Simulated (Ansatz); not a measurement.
**CClF3 (SMILES FC(F)(F)Cl): CAM-B3LYP/def2-SVPD**

Aim: the vertical ionisation energy of CClF3 at CAM-B3LYP/def2-SVPD, from 2 runs. 

The calculation is run with Ansatz 0.2.0.

54 further runs of the same task are left out: 9 that didn't finish, 45 set aside as unsound or not needed.

## 1. The molecule

CClF3: 5 atoms, total charge 0, spin state singlet. SMILES: `FC(F)(F)Cl`. The shape is that of a PBE0-D4/def2-TZVP optimisation.

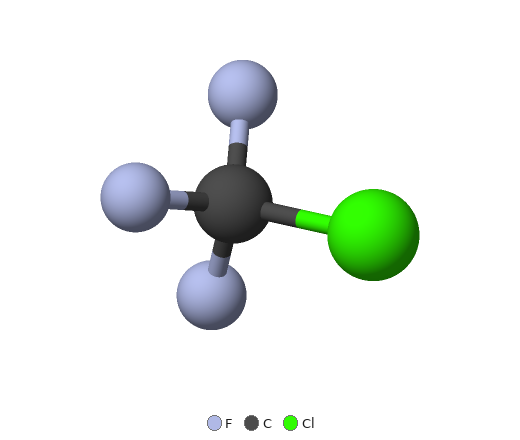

Viewed from a chosen angle; fluorine light blue, carbon dark grey, chlorine green.

## 2. A single-point energy at CAM-B3LYP/def2-SVPD

Input file job.yaml:

```yaml
crystal:
  periodic: [false, false, false]
  atoms:
    - symbol: F
      position_ang: [0.213700, 0.019100, 1.326100]
    - symbol: C
      position_ang: [-0.002200, -0.082500, 0.026100]
    - symbol: F
      position_ang: [-1.249600, -0.474600, -0.167100]
    - symbol: F
      position_ang: [0.811700, -0.999000, -0.468500]
    - symbol: Cl
      position_ang: [0.276300, 1.463300, -0.758000]
basis:
  gaussian: {orbitals: def2-SVPD}
accuracy: high
hamiltonian: {xc: {name: CAM-B3LYP}}
output: {orbitals: {seedname: orbitals}}
magnetization: {spin_polarized: false}
```

On the command line:

```sh
$ ansatz run job.yaml --threads 1 --pin off --max-ram 3480MiB --events-out events.jsonl --progress --plain --runs-dir runs
```

The log of the run:

```text
Warning: RAYON_NUM_THREADS=1 ignored (pool sized by the plan → 1); use --threads N
Functional definition: CAM-B3LYP
  name "CAM-B3LYP"
  parameter alpha = 0.19
  parameter beta = 0.46
  parameter omega = 0.33/bohr
  parameter ac = 0.81
  exchange = (1 - alpha - beta)*b88_x + beta*b88_x_sr(omega) + alpha*exact_x + beta*exact_x_lr(omega)
  correlation = (1 - ac)*vwn5_c + ac*lyp_c
2299 factors; integrals over basis functions are off by at most 3.4e-9 eV
504 factors; integrals over basis functions are off by at most 1.9e-9 eV
mean field evaluation 1: about -21694.5372 eV, gradient 4.7e1 eV
mean field evaluation 2: about -21692.6701 eV, gradient 6.1e1 eV
mean field evaluation 4: about -21698.0058 eV, gradient 5.8e-1 eV
mean field evaluation 8: about -21698.1485 eV, gradient 6.1e-3 eV
mean field evaluation 16: about -21698.1485 eV, gradient 6.9e-6 eV
mean field -21698.14846611 eV, -797.3922485963 hartree, gradient 7.7e-8 eV, S^2 0.000000; 0 other end points of the search recorded, 0 dependent functions left out
reference -21698.14848256 eV, -797.3922492009 hartree; 25, 25 occupied and 91, 91 virtual orbitals, 2299 factors
Total energy: -21698.14848256 eV, -797.3922492009 hartree
```

It took 11 s on 1 thread of Arm Neoverse V1, shared host; peak memory 0.49 GiB.

## 3. The doublet cation, same level

Input file input.yaml:

```yaml
crystal:
  periodic: [false, false, false]
  atoms:
    - {symbol: F, position_ang: [0.213700, 0.019100, 1.326100]}
    - {symbol: C, position_ang: [-0.002200, -0.082500, 0.026100]}
    - {symbol: F, position_ang: [-1.249600, -0.474600, -0.167100]}
    - {symbol: F, position_ang: [0.811700, -0.999000, -0.468500]}
    - {symbol: Cl, position_ang: [0.276300, 1.463300, -0.758000]}
basis:
  gaussian:
    orbitals: def2-SVPD
total_charge: 1
magnetization:
  spin_polarized: true
  initial_magnetization: 1
hamiltonian:
  xc: {name: CAM-B3LYP}
accuracy: high
output:
  orbitals: {seedname: orbitals}
```

On the command line:

```sh
$ ansatz run input.yaml --threads 1 --pin off --max-ram 3480MiB --events-out events.jsonl --progress --plain --runs-dir runs
```

The log of the run, cut to the lines that bear on the results:

```text
Warning: RAYON_NUM_THREADS=1 ignored (pool sized by the plan → 1); use --threads N
[... 2 set-up lines as earlier in the session ...]
[...]
2299 factors; integrals over basis functions are off by at most 3.3e-9 eV
504 factors; integrals over basis functions are off by at most 1.9e-9 eV
[...]
mean field -21684.99677706 eV, -796.9089329383 hartree, gradient 5.7e-8 eV, S^2 0.753147; 2 other end points of the search recorded, 0 dependent functions left out
reference -21684.99679408 eV, -796.9089335639 hartree; 25, 24 occupied and 91, 92 virtual orbitals, 2299 factors
Total energy: -21684.99679408 eV, -796.9089335639 hartree
```

It took 4.8 min on 1 thread of Arm Neoverse V1, shared host; peak memory 0.77 GiB.

## 4. What came out

Level: CAM-B3LYP/def2-SVPD.

```
                                          quantity          value
                       singlet CClF3: total energy  -797.39225 Eh
                        singlet CClF3: HOMO energy      -11.64 eV
                        singlet CClF3: LUMO energy        0.76 eV
                      singlet CClF3: HOMO–LUMO gap       12.41 eV
                      doublet cation: total energy  -796.90893 Eh
doublet cation: HOMO energy (highest over α and β)      -20.16 eV
 doublet cation: LUMO energy (lowest over α and β)      -14.66 eV
                              doublet cation: ⟨S²⟩          0.753
vertical ionisation energy (to the doublet cation)      13.152 eV
```

The vertical ionisation energy comes to 13.15 eV (1269 kJ/mol). The negative HOMO energy of the first species, 11.64 eV, lies 1.51 eV below that difference.
